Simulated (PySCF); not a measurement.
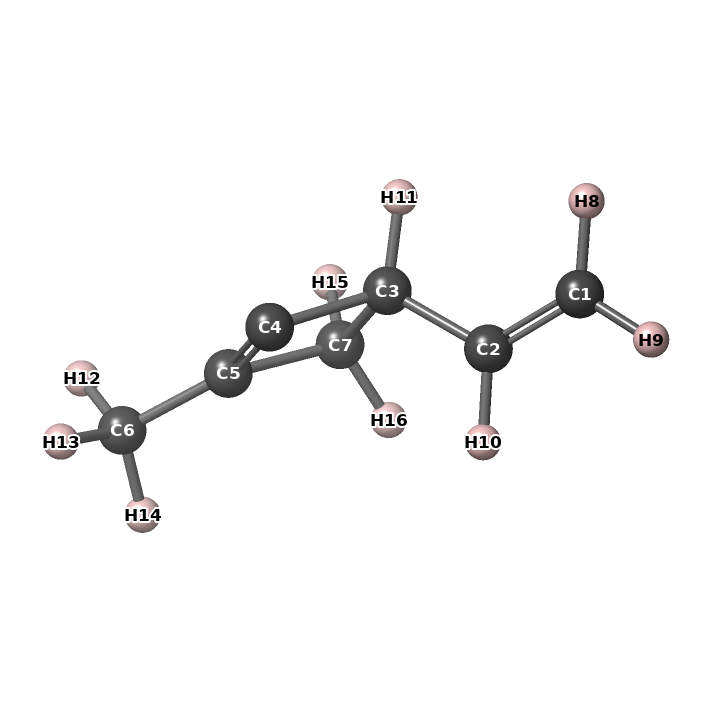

Charge 0, doublet. The geometry was computed by an optimisation with GFN2-xTB. No frequency run is at hand to confirm it as a minimum. Method: UKS B3LYP, pcH-1 on C H, non-relativistic (PySCF 2.14.0). Fermi-contact and spin-dipolar terms alone, no spin-orbit part.

Which nucleus has the largest dipolar (anisotropic) hyperfine coupling?

Answer. 13C at C4: principal values −72.6, −54.8, 127.4 MHz.

List the isotropic and dipolar parts for the most strongly coupled nuclei, one of each equivalent set.

```json
{"atom": "C4", "isotope": "13C", "a_iso (MHz)": "349.0", "dipolar part (MHz)": "−72.6, −54.8, 127.4"}
{"atom": "C5", "isotope": "13C", "a_iso (MHz)": "10.7", "dipolar part (MHz)": "−25.1, −2.4, 27.5"}
{"atom": "C3", "isotope": "13C", "a_iso (MHz)": "29.6", "dipolar part (MHz)": "−14.0, −11.8, 25.8"}
{"atom": "C7", "isotope": "13C", "a_iso (MHz)": "94.7", "dipolar part (MHz)": "−9.0, −7.2, 16.2"}
{"atom": "H11", "isotope": "1H", "a_iso (MHz)": "−2.3", "dipolar part (MHz)": "−8.2, −4.3, 12.6"}
{"atom": "H16", "isotope": "1H", "a_iso (MHz)": "20.5", "dipolar part (MHz)": "−5.3, −1.0, 6.3"}
{"atom": "H15", "isotope": "1H", "a_iso (MHz)": "20.1", "dipolar part (MHz)": "−5.3, −0.9, 6.2"}
{"atom": "H13", "isotope": "1H", "a_iso (MHz)": "3.5", "dipolar part (MHz)": "−3.1, −2.5, 5.6"}
```
